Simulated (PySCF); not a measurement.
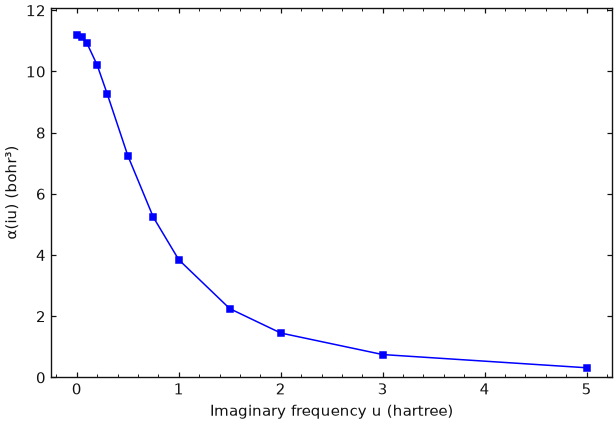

Dipole polarisability at imaginary frequency of neutral argon ([Ar]). Coupled response at the r2SCAN0 level; PySCF, aug-cc-pV(Q+d)Z plus 1 diffuse shell for each l, non-relativistic, unrestricted single determinants, no spin-orbit coupling.

### Give the static polarisability, its fall-off and C₆.

The static dipole polarisability is 11.2 bohr³ (the recommended value is 11.1); α(iu) falls to half of it near u = 0.70 hartree. The Casimir–Polder integral gives C₆ = 66.2 hartree bohr⁶ for two such species.
